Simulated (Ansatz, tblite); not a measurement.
# Sn26H30 bond sphere (Sn₂₆H₃₀): charged states by level of theory

What does removing or adding an electron cost or gain for Sn26H30 bond sphere (Sn₂₆H₃₀)? Each charged state is run at several levels.

Computed with Ansatz 0.2.0, Gaussian basis. Level: as each input shows.

The runs, in order: charge +1 doublet, at the geometry of the singlet (PBE0-D4/def2-SVP, PBE-D4/def2-SVP, LDA/def2-SVP); charge -1 doublet, at the geometry of the singlet (PBE0-D4/def2-SVP, PBE-D4/def2-SVP, LDA/def2-SVP); the starting singlet's energies come from earlier runs.

1 further run of the same task is left out (set aside as unsound or not needed). Runs told in other sessions of the task aren't counted.

## Step 1: The geometry

The geometry is that of the singlet, from an earlier relaxation (PBE-D4/def2-SVP).

56 atoms, charge 0, spin multiplicity 1.

Atoms are counted from 1 here; the program's logs count them from 0.

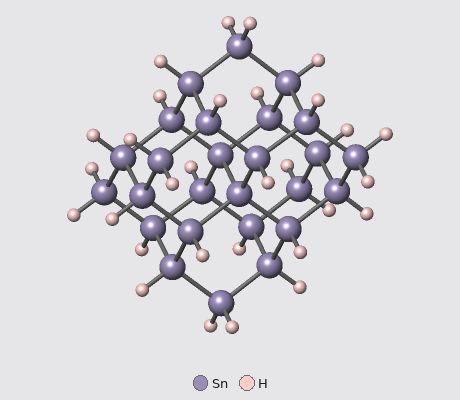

The geometry (tin purple, hydrogen pink).

Sn takes a core potential in the def2 sets. No spin-orbit coupling is included.

## Step 2: Charge +1 doublet at the fixed geometry, PBE0-D4/def2-SVP

Contents of in.yaml:

```yaml
crystal:
  periodic: [false, false, false]
  atoms:
    - {symbol: Sn, position_ang: [-2.410701, -2.448950, -0.845557]}
    - {symbol: Sn, position_ang: [-2.465403, 0.784052, -4.076482]}
    - {symbol: Sn, position_ang: [-5.731859, 0.814612, -0.814943]}
    - {symbol: Sn, position_ang: [-2.443698, 0.852890, 2.420646]}
    - {symbol: Sn, position_ang: [-2.434510, 4.098450, -0.808767]}
    - {symbol: Sn, position_ang: [0.815946, -2.428146, -4.109481]}
    - {symbol: Sn, position_ang: [0.807105, -5.734404, -0.816540]}
    - {symbol: Sn, position_ang: [0.841018, -2.412605, 2.461401]}
    - {symbol: Sn, position_ang: [4.067134, -2.481382, -0.776815]}
    - {symbol: Sn, position_ang: [0.822339, 0.818416, -0.820025]}
    - {symbol: Sn, position_ang: [0.798939, 4.086467, 2.451567]}
    - {symbol: Sn, position_ang: [4.108903, 0.807971, 2.427907]}
    - {symbol: Sn, position_ang: [0.823920, 0.828547, 5.730070]}
    - {symbol: Sn, position_ang: [-4.094798, -0.823582, -2.426740]}
    - {symbol: Sn, position_ang: [-0.776439, -4.085666, -2.472116]}
    - {symbol: Sn, position_ang: [-0.829048, -0.807785, -5.733472]}
    - {symbol: Sn, position_ang: [-0.810066, -0.809318, 0.815209]}
    - {symbol: Sn, position_ang: [-0.847239, 2.427585, -2.442936]}
    - {symbol: Sn, position_ang: [-4.092051, 2.462421, 0.784485]}
    - {symbol: Sn, position_ang: [-0.808077, 2.442239, 4.088192]}
    - {symbol: Sn, position_ang: [-0.813410, 5.733330, 0.823623]}
    - {symbol: Sn, position_ang: [2.446744, -0.853154, -2.424450]}
    - {symbol: Sn, position_ang: [2.412522, -4.103080, 0.834672]}
    - {symbol: Sn, position_ang: [2.469918, -0.775199, 4.091813]}
    - {symbol: Sn, position_ang: [5.728426, -0.837835, 0.803247]}
    - {symbol: Sn, position_ang: [2.439058, 2.443228, 0.839700]}
    - {symbol: H, position_ang: [-3.393866, -3.471854, 0.173206]}
    - {symbol: H, position_ang: [-3.493575, 1.798301, -5.056819]}
    - {symbol: H, position_ang: [-6.749902, -0.160739, 0.201482]}
    - {symbol: H, position_ang: [-6.778936, 1.779900, -1.812592]}
    - {symbol: H, position_ang: [-3.453132, -0.167235, 3.415813]}
    - {symbol: H, position_ang: [-3.438927, 5.101125, -1.824875]}
    - {symbol: H, position_ang: [1.828748, -3.428808, -5.119273]}
    - {symbol: H, position_ang: [-0.229600, -6.744871, 0.145677]}
    - {symbol: H, position_ang: [1.812971, -6.788889, -1.765461]}
    - {symbol: H, position_ang: [-0.187510, -3.385840, 3.483845]}
    - {symbol: H, position_ang: [5.044410, -3.513447, -1.790139]}
    - {symbol: H, position_ang: [1.812197, 5.076457, 3.471375]}
    - {symbol: H, position_ang: [5.126346, 1.818092, 3.423672]}
    - {symbol: H, position_ang: [-0.160608, -0.191295, 6.736176]}
    - {symbol: H, position_ang: [1.783908, 1.820043, 6.787775]}
    - {symbol: H, position_ang: [-5.092986, -1.838073, -3.437276]}
    - {symbol: H, position_ang: [-1.799416, -5.073579, -3.484682]}
    - {symbol: H, position_ang: [-1.800827, -1.795514, -6.783691]}
    - {symbol: H, position_ang: [0.149141, 0.209703, -6.747979]}
    - {symbol: H, position_ang: [0.167121, 3.418523, -3.462502]}
    - {symbol: H, position_ang: [-5.084558, 3.477548, 1.799833]}
    - {symbol: H, position_ang: [-1.819748, 3.459462, 5.082792]}
    - {symbol: H, position_ang: [-1.801035, 6.772193, 1.807751]}
    - {symbol: H, position_ang: [0.186248, 6.761743, -0.158178]}
    - {symbol: H, position_ang: [3.483672, 0.158464, -3.399839]}
    - {symbol: H, position_ang: [3.427267, -5.102186, 1.844200]}
    - {symbol: H, position_ang: [3.484743, -1.790189, 5.085109]}
    - {symbol: H, position_ang: [6.793807, -1.799268, 1.784570]}
    - {symbol: H, position_ang: [6.728547, 0.143725, -0.225251]}
    - {symbol: H, position_ang: [3.430850, 3.457403, -0.178923]}
basis:
  gaussian: {orbitals: def2-SVP, fitting: {mean_field: def2-universal-jkfit}}
total_charge: 1
magnetization: {spin_polarized: true, initial_magnetization: 1}
hamiltonian: {xc: pbe0, dispersion: d4}
scf: {omitted_lower_state_checks: [starts]}
output: {orbitals: {seedname: orbitals}}
```

The run is started by

```
$ ansatz run in.yaml --threads 11 --pin off --events-out ev --progress --plain --max-ram 174080MiB --backend cuda --devices 0, --max-vram 75GiB
```

Output:

```text
Functional definition: PBE0
  name "PBE0"
  cite "Adamo & Barone, J. Chem. Phys. 110, 6158 (1999) doi:10.1063/1.478522"
  cite "Perdew, Burke & Ernzerhof, Phys. Rev. Lett. 77, 3865 (1996) doi:10.1103/PhysRevLett.77.3865"
  parent pbe
  parameter a = 0.25
  parameter kappa = 0.804
  parameter beta = 0.06672455060314922
  exchange = (1 - a)*pbe_x(kappa = kappa, mu = beta*pi^2/3) + a*exact_x
  correlation = pbe_c(beta = beta)
these checks for a lower state are left out or cut short: starts
6208 factors; integrals over basis functions are off by at most 3.3e-1 eV
mean field evaluation 1: about -152119.5651 eV, gradient 1.8e1 eV
mean field evaluation 2: about -152120.6873 eV, gradient 1.1e1 eV
mean field evaluation 4: about -152121.5169 eV, gradient 1.7e0 eV
mean field evaluation 8: about -152121.5280 eV, gradient 2.7e-1 eV
mean field evaluation 16: about -152121.5286 eV, gradient 1.4e-3 eV
mean field evaluation 32: about -152121.5286 eV, gradient 4.1e-6 eV
mean field -152121.52857956 eV, -5590.3630636234 hartree, gradient 4.1e-6 eV, S^2 0.754057; 0 other end points of the search recorded, 0 dependent functions left out
reference -152121.52869114 eV, -5590.3630677238 hartree; 301, 300 occupied and 525, 526 virtual orbitals, 6208 factors
Total energy: -152125.95433272 eV, -5590.5257070520 hartree
Checks for a lower state left out: starts
```

It took 34 s on 1 × H100 with 11 threads of AMD EPYC 7R13, shared host; peak host memory 1.7 GiB.

Report: HOMO -8.73 eV, LUMO -8.08 eV (over both spins); ⟨S²⟩ 0.754 (pure: 0.75).

## Step 3: Charge +1 doublet at the fixed geometry, PBE-D4/def2-SVP

start.molden holds the orbitals of an earlier run on this state, given as this run's starting guess.

Changes to in.yaml since step 2:

```diff
@@ -60,6 +60,6 @@
 basis:
-  gaussian: {orbitals: def2-SVP, fitting: {mean_field: def2-universal-jkfit}}
+  gaussian: {orbitals: def2-SVP, fitting: {mean_field: def2-universal-jkfit}, initial_orbitals: start.molden}
 total_charge: 1
 magnetization: {spin_polarized: true, initial_magnetization: 1}
-hamiltonian: {xc: pbe0, dispersion: d4}
+hamiltonian: {xc: pbe, dispersion: d4}
 scf: {omitted_lower_state_checks: [starts]}
```

Same command.

Output:

```text
Functional definition: PBE
  name "PBE"
  cite "Perdew, Burke & Ernzerhof, Phys. Rev. Lett. 77, 3865 (1996) doi:10.1103/PhysRevLett.77.3865"
  parent pbe
  parameter kappa = 0.804
  parameter beta = 0.06672455060314922
  exchange = pbe_x(kappa = kappa, mu = beta*pi^2/3)
  correlation = pbe_c(beta = beta)
these checks for a lower state are left out or cut short: starts
6208 factors; integrals over basis functions are off by at most 3.3e-1 eV
mean field evaluation 1: about -152112.5090 eV, gradient 1.0e1 eV
mean field evaluation 2: about -152113.3604 eV, gradient 6.7e-1 eV
mean field evaluation 4: about -152113.3545 eV, gradient 1.2e-2 eV
mean field evaluation 8: about -152113.3545 eV, gradient 2.0e-5 eV
mean field evaluation 16: about -152113.3545 eV, gradient 2.9e-6 eV
mean field -152113.35452431 eV, -5590.0626726335 hartree, gradient 2.9e-6 eV, S^2 0.750844; 0 other end points of the search recorded, 0 dependent functions left out
reference -152113.35467355 eV, -5590.0626781181 hartree; 301, 300 occupied and 525, 526 virtual orbitals, 6208 factors
Total energy: -152118.08783027 eV, -5590.2366184191 hartree
Checks for a lower state left out: starts
```

Wall time 12 s (1 × H100 with 11 threads of AMD EPYC 7R13, shared host); peak host memory 1.7 GiB.

Report: HOMO -7.97 eV, LUMO -7.95 eV (over both spins); ⟨S²⟩ 0.751 (pure: 0.75).

## Step 4: Charge +1 doublet at the fixed geometry, LDA/def2-SVP

Changes to in.yaml since step 3:

```diff
@@ -63,3 +63,3 @@
 magnetization: {spin_polarized: true, initial_magnetization: 1}
-hamiltonian: {xc: pbe, dispersion: d4}
+hamiltonian: {xc: lda}
 scf: {omitted_lower_state_checks: [starts]}
```

Launched as before.

Output:

```text
Functional definition: SPW92
  name "SPW92"
  cite "Dirac, Proc. Camb. Phil. Soc. 26, 376 (1930) doi:10.1017/S0305004100016108"
  cite "Slater, Phys. Rev. 81, 385 (1951) doi:10.1103/PhysRev.81.385"
  cite "Perdew & Wang, Phys. Rev. B 45, 13244 (1992) doi:10.1103/PhysRevB.45.13244"
  exchange = slater_x
  correlation = pw_c
these checks for a lower state are left out or cut short: starts
6208 factors; integrals over basis functions are off by at most 3.3e-1 eV
mean field evaluation 1: about -151874.1764 eV, gradient 2.1e1 eV
mean field evaluation 2: about -151876.8627 eV, gradient 2.1e0 eV
mean field evaluation 4: about -151876.9184 eV, gradient 8.5e-2 eV
mean field evaluation 8: about -151876.9185 eV, gradient 1.9e-4 eV
mean field evaluation 16: about -151876.9185 eV, gradient 1.0e-5 eV
mean field -151876.91852346 eV, -5581.3738098642 hartree, gradient 5.1e-6 eV, S^2 0.750337; 0 other end points of the search recorded, 0 dependent functions left out
reference -151876.91866238 eV, -5581.3738149694 hartree; 301, 300 occupied and 525, 526 virtual orbitals, 6208 factors
Total energy: -151876.91866238 eV, -5581.3738149694 hartree
Checks for a lower state left out: starts
```

It took 11 s on 1 × H100 with 11 threads of AMD EPYC 7R13, shared host; peak host memory 1.6 GiB.

From the report: HOMO -8.05 eV, LUMO -8.09 eV (over both spins; with the spin held, an empty level of the minority spin lies below the top filled one); ⟨S²⟩ 0.750 (pure: 0.75).

## Step 5: Vertical ionisation energy

Charged state less starting state, singlet to doublet; the starting state's energies are those of its earlier runs.

```csv
level,vertical ionisation energy (eV),time
LDA/def2-SVP,+6.94,17 s
PBE-D4/def2-SVP,+6.87,19 s
PBE0-D4/def2-SVP,+7.32,48 s
```

Times add the two runs; a level without a time comes out of a correlated run.

Beside −ε(HOMO) of the starting state:

```csv
level,−ε(HOMO) (eV),by difference (eV),mismatch (eV)
LDA/def2-SVP,5.78,6.94,-1.16
PBE-D4/def2-SVP,5.66,6.87,-1.20
PBE0-D4/def2-SVP,6.46,7.32,-0.87
```

## Step 6: Charge -1 doublet at the fixed geometry, PBE0-D4/def2-SVP

Changes to in.yaml since step 4:

```diff
@@ -60,6 +60,6 @@
 basis:
-  gaussian: {orbitals: def2-SVP, fitting: {mean_field: def2-universal-jkfit}, initial_orbitals: start.molden}
-total_charge: 1
+  gaussian: {orbitals: def2-SVP, fitting: {mean_field: def2-universal-jkfit}}
+total_charge: -1
 magnetization: {spin_polarized: true, initial_magnetization: 1}
-hamiltonian: {xc: lda}
+hamiltonian: {xc: pbe0, dispersion: d4}
 scf: {omitted_lower_state_checks: [starts]}
```

Same command.

Output:

```text
Functional definition: PBE0
  name "PBE0"
  cite "Adamo & Barone, J. Chem. Phys. 110, 6158 (1999) doi:10.1063/1.478522"
  cite "Perdew, Burke & Ernzerhof, Phys. Rev. Lett. 77, 3865 (1996) doi:10.1103/PhysRevLett.77.3865"
  parent pbe
  parameter a = 0.25
  parameter kappa = 0.804
  parameter beta = 0.06672455060314922
  exchange = (1 - a)*pbe_x(kappa = kappa, mu = beta*pi^2/3) + a*exact_x
  correlation = pbe_c(beta = beta)
these checks for a lower state are left out or cut short: starts
6208 factors; integrals over basis functions are off by at most 3.3e-1 eV
mean field evaluation 1: about -152125.3635 eV, gradient 2.7e1 eV
mean field evaluation 2: about -152112.4441 eV, gradient 5.0e1 eV
mean field evaluation 4: about -152130.1796 eV, gradient 3.8e0 eV
mean field evaluation 8: about -152130.2825 eV, gradient 4.0e-1 eV
mean field evaluation 16: about -152130.2861 eV, gradient 1.7e-2 eV
mean field evaluation 32: about -152130.2878 eV, gradient 1.4e-2 eV
mean field -152130.30117103 eV, -5590.6854504137 hartree, gradient 7.6e-6 eV, S^2 0.752942; 0 other end points of the search recorded, 0 dependent functions left out
reference -152130.30127888 eV, -5590.6854543771 hartree; 302, 301 occupied and 524, 525 virtual orbitals, 6208 factors
Total energy: -152134.84133390 eV, -5590.8522983217 hartree
Checks for a lower state left out: starts
```

Wall time 48 s (1 × H100 with 11 threads of AMD EPYC 7R13, shared host); peak host memory 1.7 GiB.

Report: HOMO -0.73 eV, LUMO -0.11 eV (over both spins); ⟨S²⟩ 0.753 (pure: 0.75).

## Step 7: Charge -1 doublet at the fixed geometry, PBE-D4/def2-SVP

Changes to in.yaml since step 6:

```diff
@@ -60,6 +60,6 @@
 basis:
-  gaussian: {orbitals: def2-SVP, fitting: {mean_field: def2-universal-jkfit}}
+  gaussian: {orbitals: def2-SVP, fitting: {mean_field: def2-universal-jkfit}, initial_orbitals: start.molden}
 total_charge: -1
 magnetization: {spin_polarized: true, initial_magnetization: 1}
-hamiltonian: {xc: pbe0, dispersion: d4}
+hamiltonian: {xc: pbe, dispersion: d4}
 scf: {omitted_lower_state_checks: [starts]}
```

Same command.

Output:

```text
Functional definition: PBE
  name "PBE"
  cite "Perdew, Burke & Ernzerhof, Phys. Rev. Lett. 77, 3865 (1996) doi:10.1103/PhysRevLett.77.3865"
  parent pbe
  parameter kappa = 0.804
  parameter beta = 0.06672455060314922
  exchange = pbe_x(kappa = kappa, mu = beta*pi^2/3)
  correlation = pbe_c(beta = beta)
these checks for a lower state are left out or cut short: starts
6208 factors; integrals over basis functions are off by at most 3.3e-1 eV
mean field evaluation 1: about -152121.0796 eV, gradient 1.0e1 eV
mean field evaluation 2: about -152121.9305 eV, gradient 6.8e-1 eV
mean field evaluation 4: about -152121.9262 eV, gradient 3.3e-2 eV
mean field evaluation 8: about -152121.9262 eV, gradient 1.4e-5 eV
mean field evaluation 16: about -152121.9262 eV, gradient 3.1e-6 eV
mean field -152121.92623371 eV, -5590.3776771438 hartree, gradient 3.1e-6 eV, S^2 0.750716; 0 other end points of the search recorded, 0 dependent functions left out
reference -152121.92637804 eV, -5590.3776824477 hartree; 302, 301 occupied and 524, 525 virtual orbitals, 6208 factors
Total energy: -152126.78356695 eV, -5590.5561808480 hartree
Checks for a lower state left out: starts
```

It took 11 s on 1 × H100 with 11 threads of AMD EPYC 7R13, shared host; peak host memory 1.7 GiB.

HOMO -0.64 eV, LUMO -0.72 eV (over both spins; with the spin held, an empty level of the minority spin lies below the top filled one); ⟨S²⟩ 0.751 (pure: 0.75).

## Step 8: Charge -1 doublet at the fixed geometry, LDA/def2-SVP

Changes to in.yaml since step 7:

```diff
@@ -63,3 +63,3 @@
 magnetization: {spin_polarized: true, initial_magnetization: 1}
-hamiltonian: {xc: pbe, dispersion: d4}
+hamiltonian: {xc: lda}
 scf: {omitted_lower_state_checks: [starts]}
```

Same command.

Output:

```text
Functional definition: SPW92
  name "SPW92"
  cite "Dirac, Proc. Camb. Phil. Soc. 26, 376 (1930) doi:10.1017/S0305004100016108"
  cite "Slater, Phys. Rev. 81, 385 (1951) doi:10.1103/PhysRev.81.385"
  cite "Perdew & Wang, Phys. Rev. B 45, 13244 (1992) doi:10.1103/PhysRevB.45.13244"
  exchange = slater_x
  correlation = pw_c
these checks for a lower state are left out or cut short: starts
6208 factors; integrals over basis functions are off by at most 3.3e-1 eV
mean field evaluation 1: about -151883.0734 eV, gradient 2.1e1 eV
mean field evaluation 2: about -151885.7613 eV, gradient 2.1e0 eV
mean field evaluation 4: about -151885.8205 eV, gradient 1.4e-1 eV
mean field evaluation 8: about -151885.8211 eV, gradient 1.7e-4 eV
mean field evaluation 16: about -151885.8211 eV, gradient 5.0e-6 eV
mean field -151885.82113974 eV, -5581.7009749781 hartree, gradient 5.0e-6 eV, S^2 0.750260; 0 other end points of the search recorded, 0 dependent functions left out
reference -151885.82127381 eV, -5581.7009799054 hartree; 302, 301 occupied and 524, 525 virtual orbitals, 6208 factors
Total energy: -151885.82127381 eV, -5581.7009799054 hartree
Checks for a lower state left out: starts
```

Wall time 11 s (1 × H100 with 11 threads of AMD EPYC 7R13, shared host); peak host memory 1.5 GiB.

Report: HOMO -0.84 eV, LUMO -0.92 eV (over both spins; with the spin held, an empty level of the minority spin lies below the top filled one); ⟨S²⟩ 0.750 (pure: 0.75).

## Step 9: Vertical electron affinity

Starting state less charged state (positive: the electron is bound), singlet to doublet; the starting state's energies are those of its earlier runs.

```csv
level,vertical electron affinity (eV),time
LDA/def2-SVP,+1.97,16 s
PBE-D4/def2-SVP,+1.83,19 s
PBE0-D4/def2-SVP,+1.56,61 s
```

Times add the two runs; a level without a time comes out of a correlated run.

Beside −ε(LUMO) of the starting state:

```csv
level,−ε(LUMO) (eV),by difference (eV),mismatch (eV)
LDA/def2-SVP,3.17,1.97,+1.20
PBE-D4/def2-SVP,2.97,1.83,+1.14
PBE0-D4/def2-SVP,2.28,1.56,+0.72
```

## Step 10: Outcome

```
                                           quantity                               value
vertical ionisation energy, functionals in def2-SVP  6.87 (PBE-D4) to 7.32 eV (PBE0-D4)
vertical electron affinity, functionals in def2-SVP     1.56 (PBE0-D4) to 1.97 eV (LDA)
```

What this shows: The vertical ionisation energy spans 6.87 to 7.32 eV over the functionals. −ε(HOMO) misses the level's own difference by -0.87 eV at best (PBE0-D4) and -1.20 eV at worst (PBE-D4). The vertical electron affinity spans 1.56 to 1.97 eV over the functionals. −ε(LUMO) misses the level's own difference by +0.72 eV at best (PBE0-D4) and +1.20 eV at worst (LDA).
